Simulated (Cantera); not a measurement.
Feed: 1 mol FeS, 0.1 mol H2S, a varied amount of CO2, at 1098.15 K and 33.0 Torr.

Cantera equilibrium calculation (NASA polynomials, part measured and part estimated; ideal gas, pure solids and liquids). Candidate condensed phases: C, C6H6, C7H8, C8H18, Fe, Fe(CO)5, FeO, Fe(OH)2, Fe(OH)3, FeS, FeSO4, FeS2, Fe2O3, Fe2(SO4)3, Fe3O4, H2O, H2SO4, S; 127 gas species. FeS: taken at fixed stoichiometry. Gases not in the tables: S3 to S7. Kinetics and transport are ignored.

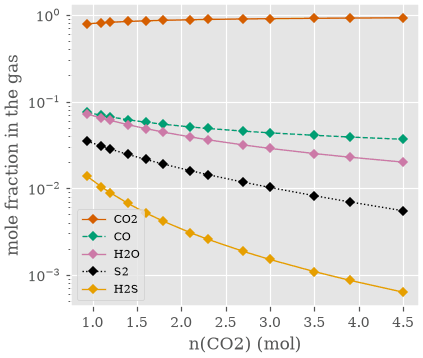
*Equilibrium gas composition (values under 1e-9 drawn at 1e-9)*

From 0.94 mol CO2 to 4.5 mol CO2 the condensed part is FeS(s).
